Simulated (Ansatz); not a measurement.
# BH₃Br (doublet): B2PLYP, RPA-PBE over a scan of the distance Br1–H2 along a hydrogen transfer, cc-pVDZ

Aim: run BH₃Br (doublet) with these functionals over a scan of the distance Br1–H2 along a hydrogen transfer, and hold them against the top wave-function level at the same points.

Computed with Ansatz 0.2.0, Gaussian basis. Level: cc-pVDZ, all electrons in the functionals, frozen cores in the correlation of double hybrids and RPA.

To be run: B2PLYP, RPA-PBE, at 1.321 Å; 1.421 Å; 1.519 Å; 1.618 Å; 1.717 Å; 1.816 Å; 1.914 Å; 2.013 Å; 2.112 Å.

8 further runs of the same task are left out: 2 for a mislabelled method, 6 that didn't finish.

### 1 The system

The geometry derives from fragments relaxed apart (PBE0/def2-TZVP) and kept rigid, so it is no stationary point. A hydrogen atom is moved between rigid fragments. No spin-orbit coupling is included. The filled d shell of Br may be among the frozen orbitals whatever the setting's name suggests; the logs give the count.

5 atoms, charge 0, spin multiplicity 2.

Atoms are counted from 1 here; the program's logs count them from 0.

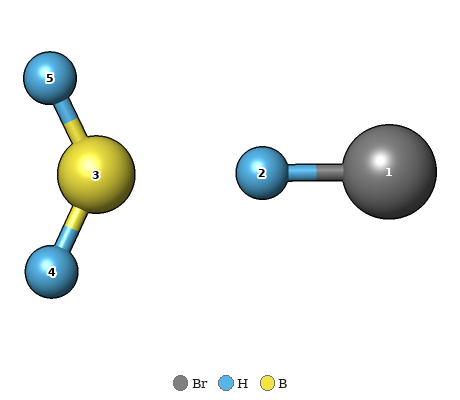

The geometry (bromine grey, hydrogen blue, boron yellow); atoms are numbered from 1 in the order of the file.

No dispersion term is added.

The geometry shown and the zero of energy belong to the point 1.421 Å. The yardstick, UCCSDT(Q), and other wave-function levels (R restricted, U unrestricted, valence and pair active spaces) come from earlier runs.

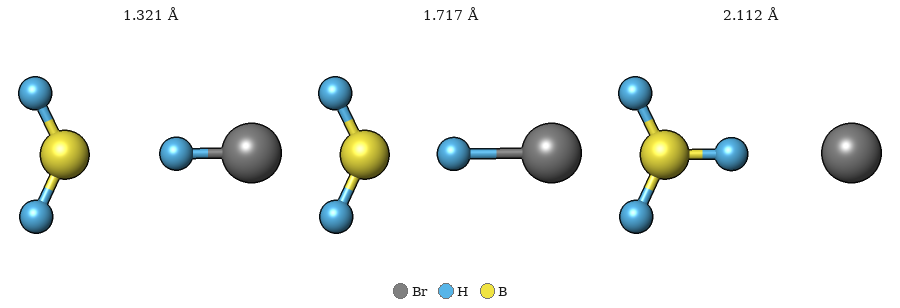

Three points of the scan; sticks are drawn by distance.

### 2 B2PLYP, 1.321 Å

in.yaml

```yaml
crystal:
  periodic: [false, false, false]
  atoms:
    - {symbol: Br, position_ang: [-0.474249, 0.000000, 0.000000]}
    - {symbol: H, position_ang: [0.846751, 0.000000, 0.000000]}
    - {symbol: B, position_ang: [2.807751, 0.000000, 0.000000]}
    - {symbol: H, position_ang: [3.316824, 0.000000, 1.077008]}
    - {symbol: H, position_ang: [3.316824, 0.000000, -1.077008]}
basis:
  gaussian: {orbitals: cc-pVDZ}
magnetization: {spin_polarized: true, initial_magnetization: 1}
hamiltonian: {xc: {name: B2PLYP}}
correlation: {electrons: outside_noble_gas}
```

Launch:

```console
ansatz run in.yaml --threads 1 --pin off --events-out ev --progress --plain --max-ram 2393MiB
```

The log of the run:

```text
Functional definition: B2PLYP
  name "B2PLYP"
  cite "Grimme, J. Chem. Phys. 124, 034108 (2006) doi:10.1063/1.2148954"
  cite "Becke, Phys. Rev. A 38, 3098 (1988) doi:10.1103/PhysRevA.38.3098"
  cite "Lee, Yang & Parr, Phys. Rev. B 37, 785 (1988) doi:10.1103/PhysRevB.37.785"
  parameter a = 0.53
  parameter c = 0.27
  exchange = (1 - a)*b88_x + a*exact_x
  correlation = (1 - c)*lyp_c + c*(mp2_os + mp2_ss)
578 factors; integrals over basis functions are off by at most 1.7e-3 eV
mean field evaluation 1: about -70752.3081 eV, gradient 6.2e0 eV
mean field evaluation 2: about -70752.3172 eV, gradient 6.2e0 eV
mean field evaluation 4: about -70752.6990 eV, gradient 9.6e-1 eV
mean field evaluation 8: about -70752.7088 eV, gradient 2.5e-2 eV
mean field evaluation 16: about -70752.7088 eV, gradient 1.5e-5 eV
mean field -70752.70878020 eV, -2600.1140897638 hartree, gradient 2.5e-6 eV, S^2 0.753459; 2 other end points of the search recorded, 0 dependent functions left out
15 core orbitals not correlated: weight in the atoms' cores, before any rotation towards them, 1.000 or more for the frozen orbitals, at most 0.000 for the correlated occupied ones
reference -70752.70891064 eV, -2600.1140945574 hartree; 7, 6 occupied and 34, 35 virtual orbitals, 578 factors
second order -6.54542744 eV of doubles, -0.00000000 eV of singles
Total energy: -70754.47617605 eV, -2600.1790403633 hartree
```

It took 2.8 s on 1 thread of Arm Neoverse V1, shared host.

From the report: ⟨S²⟩ of the determinant 0.753 (pure doublet: 0.75).

### 3 B2PLYP, 1.421 Å

in.yaml

```yaml
crystal:
  periodic: [false, false, false]
  atoms:
    - {symbol: Br, position_ang: [-0.475320, 0.000000, 0.000000]}
    - {symbol: H, position_ang: [0.945280, 0.000000, 0.000000]}
    - {symbol: B, position_ang: [2.806680, 0.000000, 0.000000]}
    - {symbol: H, position_ang: [3.315753, 0.000000, 1.077008]}
    - {symbol: H, position_ang: [3.315753, 0.000000, -1.077008]}
basis:
  gaussian: {orbitals: cc-pVDZ}
magnetization: {spin_polarized: true, initial_magnetization: 1}
hamiltonian: {xc: {name: B2PLYP}}
correlation: {electrons: outside_noble_gas}
```

Same command.

The log of the run:

```text
Functional definition: B2PLYP
  name "B2PLYP"
  cite "Grimme, J. Chem. Phys. 124, 034108 (2006) doi:10.1063/1.2148954"
  cite "Becke, Phys. Rev. A 38, 3098 (1988) doi:10.1103/PhysRevA.38.3098"
  cite "Lee, Yang & Parr, Phys. Rev. B 37, 785 (1988) doi:10.1103/PhysRevB.37.785"
  parameter a = 0.53
  parameter c = 0.27
  exchange = (1 - a)*b88_x + a*exact_x
  correlation = (1 - c)*lyp_c + c*(mp2_os + mp2_ss)
579 factors; integrals over basis functions are off by at most 1.9e-3 eV
mean field evaluation 1: about -70752.5702 eV, gradient 6.3e0 eV
mean field evaluation 2: about -70752.5791 eV, gradient 6.3e0 eV
mean field evaluation 4: about -70752.9711 eV, gradient 1.0e0 eV
mean field evaluation 8: about -70752.9831 eV, gradient 2.5e-2 eV
mean field evaluation 16: about -70752.9831 eV, gradient 1.7e-5 eV
mean field -70752.98311858 eV, -2600.1241715135 hartree, gradient 3.9e-6 eV, S^2 0.755594; 2 other end points of the search recorded, 0 dependent functions left out
15 core orbitals not correlated: weight in the atoms' cores, before any rotation towards them, 1.000 or more for the frozen orbitals, at most 0.000 for the correlated occupied ones
reference -70752.98324855 eV, -2600.1241762895 hartree; 7, 6 occupied and 34, 35 virtual orbitals, 579 factors
second order -6.62382905 eV of doubles, -0.00000000 eV of singles
Total energy: -70754.77168239 eV, -2600.1899000210 hartree
```

Wall time 3 s (1 thread of Arm Neoverse V1, shared host).

From the report: ⟨S²⟩ of the determinant 0.756 (pure doublet: 0.75).

### 4 B2PLYP, 1.519 Å

in.yaml

```yaml
crystal:
  periodic: [false, false, false]
  atoms:
    - {symbol: Br, position_ang: [-0.476378, 0.000000, 0.000000]}
    - {symbol: H, position_ang: [1.042622, 0.000000, 0.000000]}
    - {symbol: B, position_ang: [2.805622, 0.000000, 0.000000]}
    - {symbol: H, position_ang: [3.314695, 0.000000, 1.077008]}
    - {symbol: H, position_ang: [3.314695, 0.000000, -1.077008]}
basis:
  gaussian: {orbitals: cc-pVDZ}
magnetization: {spin_polarized: true, initial_magnetization: 1}
hamiltonian: {xc: {name: B2PLYP}}
correlation: {electrons: outside_noble_gas}
```

The command is unchanged.

The log of the run:

```text
Functional definition: B2PLYP
  name "B2PLYP"
  cite "Grimme, J. Chem. Phys. 124, 034108 (2006) doi:10.1063/1.2148954"
  cite "Becke, Phys. Rev. A 38, 3098 (1988) doi:10.1103/PhysRevA.38.3098"
  cite "Lee, Yang & Parr, Phys. Rev. B 37, 785 (1988) doi:10.1103/PhysRevB.37.785"
  parameter a = 0.53
  parameter c = 0.27
  exchange = (1 - a)*b88_x + a*exact_x
  correlation = (1 - c)*lyp_c + c*(mp2_os + mp2_ss)
577 factors; integrals over basis functions are off by at most 1.8e-3 eV
mean field evaluation 1: about -70752.6538 eV, gradient 6.4e0 eV
mean field evaluation 2: about -70752.6634 eV, gradient 6.5e0 eV
mean field evaluation 4: about -70753.0608 eV, gradient 1.0e0 eV
mean field evaluation 8: about -70753.0744 eV, gradient 2.8e-2 eV
mean field evaluation 16: about -70753.0744 eV, gradient 4.2e-5 eV
mean field -70753.07443924 eV, -2600.1275274859 hartree, gradient 2.6e-6 eV, S^2 0.759468; 0 other end points of the search recorded, 0 dependent functions left out
15 core orbitals not correlated: weight in the atoms' cores, before any rotation towards them, 1.000 or more for the frozen orbitals, at most 0.000 for the correlated occupied ones
reference -70753.07456876 eV, -2600.1275322457 hartree; 7, 6 occupied and 34, 35 virtual orbitals, 577 factors
second order -6.69014284 eV of doubles, -0.00000000 eV of singles
Total energy: -70754.88090733 eV, -2600.1939139637 hartree
```

Wall time 2.6 s (1 thread of Arm Neoverse V1, shared host).

From the report: ⟨S²⟩ of the determinant 0.759 (pure doublet: 0.75).

From 1.421 Å: -10.5 kJ/mol.

### 5 B2PLYP, 1.618 Å

in.yaml

```yaml
crystal:
  periodic: [false, false, false]
  atoms:
    - {symbol: Br, position_ang: [-0.477443, 0.000000, 0.000000]}
    - {symbol: H, position_ang: [1.140557, 0.000000, 0.000000]}
    - {symbol: B, position_ang: [2.804557, 0.000000, 0.000000]}
    - {symbol: H, position_ang: [3.313631, 0.000000, 1.077008]}
    - {symbol: H, position_ang: [3.313631, 0.000000, -1.077008]}
basis:
  gaussian: {orbitals: cc-pVDZ}
magnetization: {spin_polarized: true, initial_magnetization: 1}
hamiltonian: {xc: {name: B2PLYP}}
correlation: {electrons: outside_noble_gas}
```

The command is unchanged.

The log of the run:

```text
Functional definition: B2PLYP
  name "B2PLYP"
  cite "Grimme, J. Chem. Phys. 124, 034108 (2006) doi:10.1063/1.2148954"
  cite "Becke, Phys. Rev. A 38, 3098 (1988) doi:10.1103/PhysRevA.38.3098"
  cite "Lee, Yang & Parr, Phys. Rev. B 37, 785 (1988) doi:10.1103/PhysRevB.37.785"
  parameter a = 0.53
  parameter c = 0.27
  exchange = (1 - a)*b88_x + a*exact_x
  correlation = (1 - c)*lyp_c + c*(mp2_os + mp2_ss)
577 factors; integrals over basis functions are off by at most 1.6e-3 eV
mean field evaluation 1: about -70752.6987 eV, gradient 6.5e0 eV
mean field evaluation 2: about -70752.7083 eV, gradient 6.5e0 eV
mean field evaluation 4: about -70753.1088 eV, gradient 1.0e0 eV
mean field evaluation 8: about -70753.1237 eV, gradient 3.5e-2 eV
mean field evaluation 16: about -70753.1237 eV, gradient 1.4e-5 eV
mean field -70753.12372338 eV, -2600.1293386445 hartree, gradient 3.8e-6 eV, S^2 0.764063; 0 other end points of the search recorded, 0 dependent functions left out
15 core orbitals not correlated: weight in the atoms' cores, before any rotation towards them, 1.000 or more for the frozen orbitals, at most 0.000 for the correlated occupied ones
reference -70753.12385263 eV, -2600.1293433943 hartree; 7, 6 occupied and 34, 35 virtual orbitals, 577 factors
second order -6.72556269 eV of doubles, -0.00000000 eV of singles
Total energy: -70754.93975456 eV, -2600.1960765592 hartree
```

It took 2.6 s on 1 thread of Arm Neoverse V1, shared host.

From the report: ⟨S²⟩ of the determinant 0.764 (pure doublet: 0.75).

From 1.421 Å: -16.2 kJ/mol.

### 6 B2PLYP, 1.717 Å

in.yaml

```yaml
crystal:
  periodic: [false, false, false]
  atoms:
    - {symbol: Br, position_ang: [-0.478507, 0.000000, 0.000000]}
    - {symbol: H, position_ang: [1.238493, 0.000000, 0.000000]}
    - {symbol: B, position_ang: [2.803493, 0.000000, 0.000000]}
    - {symbol: H, position_ang: [3.312566, 0.000000, 1.077008]}
    - {symbol: H, position_ang: [3.312566, 0.000000, -1.077008]}
basis:
  gaussian: {orbitals: cc-pVDZ}
magnetization: {spin_polarized: true, initial_magnetization: 1}
hamiltonian: {xc: {name: B2PLYP}}
correlation: {electrons: outside_noble_gas}
```

Launched as before.

The log of the run:

```text
Functional definition: B2PLYP
  name "B2PLYP"
  cite "Grimme, J. Chem. Phys. 124, 034108 (2006) doi:10.1063/1.2148954"
  cite "Becke, Phys. Rev. A 38, 3098 (1988) doi:10.1103/PhysRevA.38.3098"
  cite "Lee, Yang & Parr, Phys. Rev. B 37, 785 (1988) doi:10.1103/PhysRevB.37.785"
  parameter a = 0.53
  parameter c = 0.27
  exchange = (1 - a)*b88_x + a*exact_x
  correlation = (1 - c)*lyp_c + c*(mp2_os + mp2_ss)
577 factors; integrals over basis functions are off by at most 1.9e-3 eV
mean field evaluation 1: about -70752.7799 eV, gradient 6.4e0 eV
mean field evaluation 2: about -70752.7895 eV, gradient 6.4e0 eV
mean field evaluation 4: about -70753.1965 eV, gradient 9.8e-1 eV
mean field evaluation 8: about -70753.2129 eV, gradient 3.8e-2 eV
mean field evaluation 16: about -70753.2129 eV, gradient 1.3e-5 eV
mean field -70753.21287160 eV, -2600.1326147813 hartree, gradient 4.2e-6 eV, S^2 0.765909; 0 other end points of the search recorded, 0 dependent functions left out
15 core orbitals not correlated: weight in the atoms' cores, before any rotation towards them, 1.000 or more for the frozen orbitals, at most 0.000 for the correlated occupied ones
reference -70753.21300082 eV, -2600.1326195299 hartree; 7, 6 occupied and 34, 35 virtual orbitals, 577 factors
second order -6.71522139 eV of doubles, -0.00000000 eV of singles
Total energy: -70755.02611059 eV, -2600.1992500851 hartree
```

Wall time 2.6 s (1 thread of Arm Neoverse V1, shared host).

From the report: ⟨S²⟩ of the determinant 0.766 (pure doublet: 0.75).

From 1.421 Å: -24.5 kJ/mol.

### 7 B2PLYP, 1.816 Å

in.yaml

```yaml
crystal:
  periodic: [false, false, false]
  atoms:
    - {symbol: Br, position_ang: [-0.479572, 0.000000, 0.000000]}
    - {symbol: H, position_ang: [1.336428, 0.000000, 0.000000]}
    - {symbol: B, position_ang: [2.802428, 0.000000, 0.000000]}
    - {symbol: H, position_ang: [3.311502, 0.000000, 1.077008]}
    - {symbol: H, position_ang: [3.311502, 0.000000, -1.077008]}
basis:
  gaussian: {orbitals: cc-pVDZ}
magnetization: {spin_polarized: true, initial_magnetization: 1}
hamiltonian: {xc: {name: B2PLYP}}
correlation: {electrons: outside_noble_gas}
```

Same command.

The log of the run:

```text
Functional definition: B2PLYP
  name "B2PLYP"
  cite "Grimme, J. Chem. Phys. 124, 034108 (2006) doi:10.1063/1.2148954"
  cite "Becke, Phys. Rev. A 38, 3098 (1988) doi:10.1103/PhysRevA.38.3098"
  cite "Lee, Yang & Parr, Phys. Rev. B 37, 785 (1988) doi:10.1103/PhysRevB.37.785"
  parameter a = 0.53
  parameter c = 0.27
  exchange = (1 - a)*b88_x + a*exact_x
  correlation = (1 - c)*lyp_c + c*(mp2_os + mp2_ss)
578 factors; integrals over basis functions are off by at most 1.1e-3 eV
mean field evaluation 1: about -70752.9226 eV, gradient 6.2e0 eV
mean field evaluation 2: about -70752.9326 eV, gradient 6.2e0 eV
mean field evaluation 4: about -70753.3456 eV, gradient 9.5e-1 eV
mean field evaluation 8: about -70753.3631 eV, gradient 3.9e-2 eV
mean field evaluation 16: about -70753.3632 eV, gradient 1.4e-5 eV
mean field evaluation 32: about -70753.3632 eV, gradient 4.3e-6 eV
mean field -70753.36315053 eV, -2600.1381374298 hartree, gradient 4.3e-6 eV, S^2 0.763476; 4 other end points of the search recorded, 0 dependent functions left out
15 core orbitals not correlated: weight in the atoms' cores, before any rotation towards them, 1.000 or more for the frozen orbitals, at most 0.000 for the correlated occupied ones
reference -70753.36327996 eV, -2600.1381421864 hartree; 7, 6 occupied and 34, 35 virtual orbitals, 578 factors
second order -6.65984455 eV of doubles, -0.00000000 eV of singles
Total energy: -70755.16143799 eV, -2600.2042232751 hartree
```

Run time: 3.3 s. Hardware: 1 thread of Arm Neoverse V1, shared host.

From the report: ⟨S²⟩ of the determinant 0.763 (pure doublet: 0.75).

From 1.421 Å: -37.6 kJ/mol.

### 8 B2PLYP, 1.914 Å

in.yaml

```yaml
crystal:
  periodic: [false, false, false]
  atoms:
    - {symbol: Br, position_ang: [-0.480625, 0.000000, 0.000000]}
    - {symbol: H, position_ang: [1.433375, 0.000000, 0.000000]}
    - {symbol: B, position_ang: [2.801375, 0.000000, 0.000000]}
    - {symbol: H, position_ang: [3.310448, 0.000000, 1.077008]}
    - {symbol: H, position_ang: [3.310448, 0.000000, -1.077008]}
basis:
  gaussian: {orbitals: cc-pVDZ}
magnetization: {spin_polarized: true, initial_magnetization: 1}
hamiltonian: {xc: {name: B2PLYP}}
correlation: {electrons: outside_noble_gas}
```

Same command.

The log of the run:

```text
Functional definition: B2PLYP
  name "B2PLYP"
  cite "Grimme, J. Chem. Phys. 124, 034108 (2006) doi:10.1063/1.2148954"
  cite "Becke, Phys. Rev. A 38, 3098 (1988) doi:10.1103/PhysRevA.38.3098"
  cite "Lee, Yang & Parr, Phys. Rev. B 37, 785 (1988) doi:10.1103/PhysRevB.37.785"
  parameter a = 0.53
  parameter c = 0.27
  exchange = (1 - a)*b88_x + a*exact_x
  correlation = (1 - c)*lyp_c + c*(mp2_os + mp2_ss)
576 factors; integrals over basis functions are off by at most 1.3e-3 eV
mean field evaluation 1: about -70753.1056 eV, gradient 5.8e0 eV
mean field evaluation 2: about -70753.1155 eV, gradient 5.8e0 eV
mean field evaluation 4: about -70753.5219 eV, gradient 9.1e-1 eV
mean field evaluation 8: about -70753.5390 eV, gradient 3.9e-2 eV
mean field evaluation 16: about -70753.5390 eV, gradient 1.3e-5 eV
mean field evaluation 32: about -70753.5390 eV, gradient 3.1e-6 eV
mean field -70753.53898132 eV, -2600.1445990923 hartree, gradient 3.1e-6 eV, S^2 0.759489; 4 other end points of the search recorded, 0 dependent functions left out
15 core orbitals not correlated: weight in the atoms' cores, before any rotation towards them, 1.000 or more for the frozen orbitals, at most 0.000 for the correlated occupied ones
reference -70753.53911119 eV, -2600.1446038648 hartree; 7, 6 occupied and 34, 35 virtual orbitals, 576 factors
second order -6.57391264 eV of doubles, -0.00000000 eV of singles
Total energy: -70755.31406760 eV, -2600.2098323098 hartree
```

It took 3.3 s on 1 thread of Arm Neoverse V1, shared host.

From the report: ⟨S²⟩ of the determinant 0.759 (pure doublet: 0.75).

From 1.421 Å: -52.3 kJ/mol.

### 9 B2PLYP, 2.013 Å

in.yaml

```yaml
crystal:
  periodic: [false, false, false]
  atoms:
    - {symbol: Br, position_ang: [-0.481690, 0.000000, 0.000000]}
    - {symbol: H, position_ang: [1.531310, 0.000000, 0.000000]}
    - {symbol: B, position_ang: [2.800310, 0.000000, 0.000000]}
    - {symbol: H, position_ang: [3.309383, 0.000000, 1.077008]}
    - {symbol: H, position_ang: [3.309383, 0.000000, -1.077008]}
basis:
  gaussian: {orbitals: cc-pVDZ}
magnetization: {spin_polarized: true, initial_magnetization: 1}
hamiltonian: {xc: {name: B2PLYP}}
correlation: {electrons: outside_noble_gas}
```

Same command.

The log of the run:

```text
Functional definition: B2PLYP
  name "B2PLYP"
  cite "Grimme, J. Chem. Phys. 124, 034108 (2006) doi:10.1063/1.2148954"
  cite "Becke, Phys. Rev. A 38, 3098 (1988) doi:10.1103/PhysRevA.38.3098"
  cite "Lee, Yang & Parr, Phys. Rev. B 37, 785 (1988) doi:10.1103/PhysRevB.37.785"
  parameter a = 0.53
  parameter c = 0.27
  exchange = (1 - a)*b88_x + a*exact_x
  correlation = (1 - c)*lyp_c + c*(mp2_os + mp2_ss)
574 factors; integrals over basis functions are off by at most 1.6e-3 eV
mean field evaluation 1: about -70753.2683 eV, gradient 5.4e0 eV
mean field evaluation 2: about -70753.2787 eV, gradient 5.4e0 eV
mean field evaluation 4: about -70753.6626 eV, gradient 8.5e-1 eV
mean field evaluation 8: about -70753.6755 eV, gradient 3.4e-2 eV
mean field evaluation 16: about -70753.6755 eV, gradient 9.2e-6 eV
mean field evaluation 32: about -70753.6755 eV, gradient 1.5e-6 eV
mean field -70753.67552591 eV, -2600.1496170133 hartree, gradient 1.5e-6 eV, S^2 0.756363; 4 other end points of the search recorded, 0 dependent functions left out
15 core orbitals not correlated: weight in the atoms' cores, before any rotation towards them, 1.000 or more for the frozen orbitals, at most 0.000 for the correlated occupied ones
reference -70753.67565631 eV, -2600.1496218057 hartree; 7, 6 occupied and 34, 35 virtual orbitals, 574 factors
second order -6.47451018 eV of doubles, -0.00000000 eV of singles
Total energy: -70755.42377406 eV, -2600.2138639480 hartree
```

It took 3.3 s on 1 thread of Arm Neoverse V1, shared host.

From the report: ⟨S²⟩ of the determinant 0.756 (pure doublet: 0.75).

From 1.421 Å: -62.9 kJ/mol.

### 10 B2PLYP, 2.112 Å

in.yaml

```yaml
crystal:
  periodic: [false, false, false]
  atoms:
    - {symbol: Br, position_ang: [-0.482754, 0.000000, 0.000000]}
    - {symbol: H, position_ang: [1.629246, 0.000000, 0.000000]}
    - {symbol: B, position_ang: [2.799246, 0.000000, 0.000000]}
    - {symbol: H, position_ang: [3.308319, 0.000000, 1.077008]}
    - {symbol: H, position_ang: [3.308319, 0.000000, -1.077008]}
basis:
  gaussian: {orbitals: cc-pVDZ}
magnetization: {spin_polarized: true, initial_magnetization: 1}
hamiltonian: {xc: {name: B2PLYP}}
correlation: {electrons: outside_noble_gas}
```

The command is unchanged.

The log of the run:

```text
Functional definition: B2PLYP
  name "B2PLYP"
  cite "Grimme, J. Chem. Phys. 124, 034108 (2006) doi:10.1063/1.2148954"
  cite "Becke, Phys. Rev. A 38, 3098 (1988) doi:10.1103/PhysRevA.38.3098"
  cite "Lee, Yang & Parr, Phys. Rev. B 37, 785 (1988) doi:10.1103/PhysRevB.37.785"
  parameter a = 0.53
  parameter c = 0.27
  exchange = (1 - a)*b88_x + a*exact_x
  correlation = (1 - c)*lyp_c + c*(mp2_os + mp2_ss)
574 factors; integrals over basis functions are off by at most 1.2e-3 eV
mean field evaluation 1: about -70753.3020 eV, gradient 5.4e0 eV
mean field evaluation 2: about -70753.3121 eV, gradient 5.4e0 eV
mean field evaluation 4: about -70753.6703 eV, gradient 6.7e-1 eV
mean field evaluation 8: about -70753.6774 eV, gradient 2.5e-2 eV
mean field evaluation 16: about -70753.6774 eV, gradient 6.1e-6 eV
mean field -70753.67742562 eV, -2600.1496868264 hartree, gradient 6.2e-6 eV, S^2 0.754560; 4 other end points of the search recorded, 0 dependent functions left out
15 core orbitals not correlated: weight in the atoms' cores, before any rotation towards them, 1.000 or more for the frozen orbitals, at most 0.000 for the correlated occupied ones
reference -70753.67755654 eV, -2600.1496916377 hartree; 7, 6 occupied and 34, 35 virtual orbitals, 574 factors
second order -6.37845103 eV of doubles, -0.00000000 eV of singles
Total energy: -70755.39973832 eV, -2600.2129806507 hartree
```

Wall time 3.5 s (1 thread of Arm Neoverse V1, shared host).

From the report: ⟨S²⟩ of the determinant 0.755 (pure doublet: 0.75).

From 1.421 Å: -60.6 kJ/mol.

(Part 1 of 2 ends here.)
